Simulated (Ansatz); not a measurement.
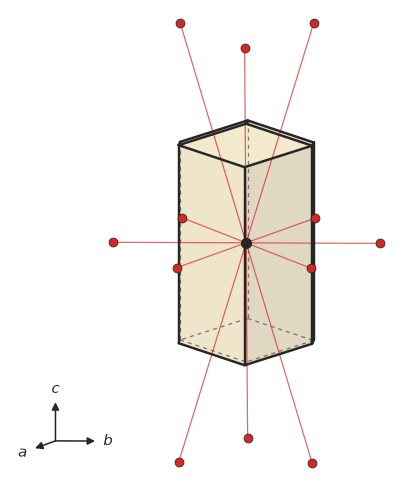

Crystal: NaAu, the geometry relaxed with DFT PBE, scalar-relativistic, plane waves, PAW in Ansatz 0.2.0; the starting structure was generated, so it need not be a known form of this composition. The Wigner–Seitz cell of the crystal's lattice, with lines to the lattice points that define its faces. All values are computed from the atomic coordinates in the standard setting (tolerance 0.002 Å).

a = 3.063 Å, b = 3.063 Å, c = 14.908 Å, α = 90.00°, β = 90.00°, γ = 120.00°; space group R-3m (No. 166, hexagonal axes).

Q: What is the cell's combinatorial type?

A: A rhombic dodecahedron: 12 faces (12 with 4 edges), 24 edges, 14 vertices. Its volume is that of the primitive cell, 40.4 Å³.

Q: Which lattice vectors do the faces bisect?

A:
| example | length (Å) | faces | edges of each | area (Å²) |
| --- | --- | --- | --- | --- |
| a + b | 3.06 | 6 | 4 | 8.2 |
| 2/3 a + 1/3 b + 1/3 c | 5.27 | 6 | 4 | 2.9 |
